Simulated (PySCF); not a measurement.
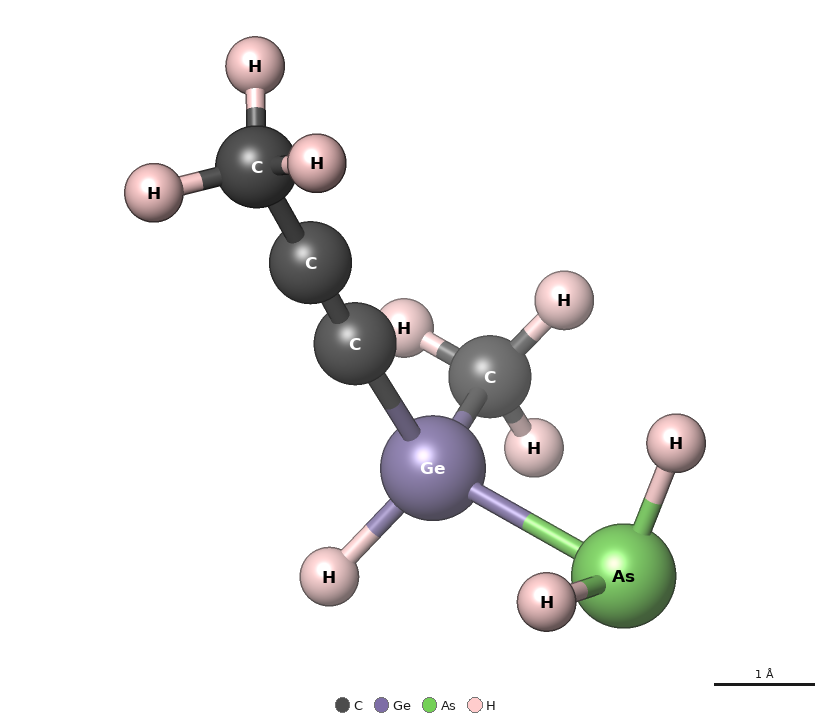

Atoms fade into the background with distance from the viewer. The computed structure is the end point of a PBE0-D3(BJ)/def2-SVP optimisation. No frequency run is at hand to confirm it as a minimum. Masses are those of the most abundant isotopes; constants are for the rigid equilibrium geometry.

> Classify the rotor and give the rotational constants (GHz).

An asymmetric top (C1): A = 2.03, B = 0.775, C = 0.605 GHz. Ray's parameter κ is −0.76, nearer the prolate limit.
